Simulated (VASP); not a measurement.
```xyz
2
Lattice="0.0000 3.2195 3.2195 3.2195 0.0000 3.2195 3.2195 3.2195 0.0000" Properties=species:S:1:pos:R:3 pbc="T T T"
Na     0.0000     0.0000     0.0000
I      3.2195     3.2195     3.2195
```

Level of theory: rev-vdW-DF2, VASP's PBE PAW potentials (set 64) (plane waves; VASP 6.6.1). Numerical set-up: 520 eV cut-off, 8×8×8 Γ-centred mesh, tetrahedra with Blöchl corrections, potentials Na_pv I.

Unless said otherwise, spin-orbit coupling is left out, though it shifts the bands of the heavy elements here.

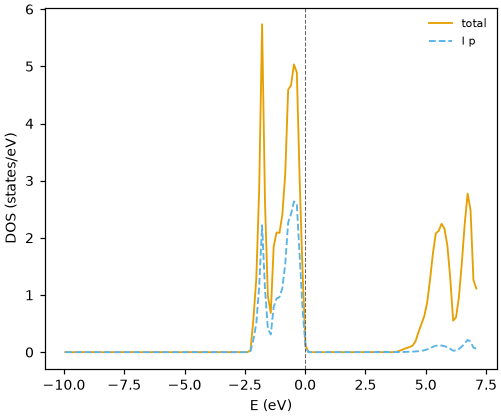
Figure: Total and projected density of states, zero at the valence-band maximum

Within 2 eV below the valence-band maximum the largest weight inside VASP's projection spheres is I p.

The gap is direct, 3.60 eV, from the valence maximum at Γ to the conduction minimum at Γ.

The compound is NaI in the rock salt structure. It was relaxed first.
